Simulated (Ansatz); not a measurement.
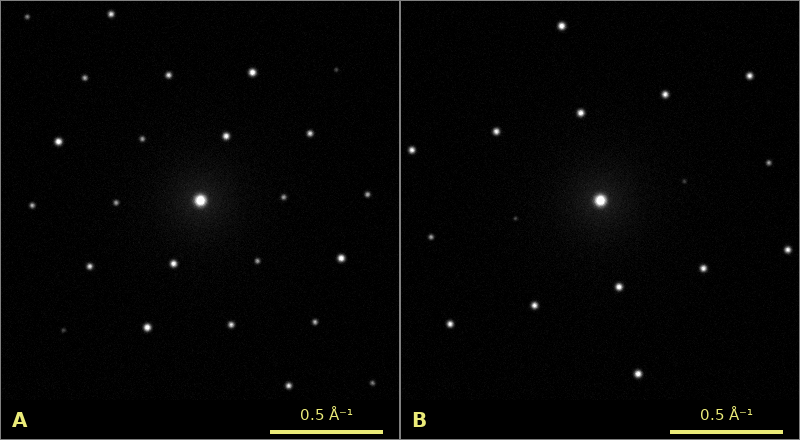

Kinematic electron diffraction patterns (120 kV, B = 0.5 Å², same scale, each along a low-index zone) of two structures of composition MoW2, each relaxed at zero pressure with DFT PBE, scalar-relativistic, plane waves, PAW (Ansatz 0.2.0).

The structures (standard cells):
1. Ccce (No. 68), a = 4.991 Å, b = 8.860 Å, c = 5.141 Å, 12 atoms; generated start, possibly hypothetical
2. P4_2/mnm (No. 136), a = 6.445 Å, c = 2.907 Å, 6 atoms; generated start, possibly hypothetical

Which pattern belongs to which structure, and along which zone?

A is structure 2 along [100] or an equivalent direction: centred rectangular net of 0 2 0 at d = 3.22 Å and 0 1 1 at d = 2.65 Å, 65.7° apart (some points of this net are extinct or too weak to see). B is structure 1 along [010]: rectangular net of 0 0 2 (weak) at d = 2.57 Å and 2 0 0 at d = 2.50 Å, 90.0° apart (some points of this net are extinct or too weak to see).

Which structure lies lowest at this level of theory, and by how much?

Structure 1 (Ccce, 18.95 Å³ an atom) is the lowest of these; structure 2 (P4_2/mnm, 20.12 Å³ an atom) lies about 580 meV an atom higher. These are static energies at 0 K; other structures, not shown, may lie lower still.
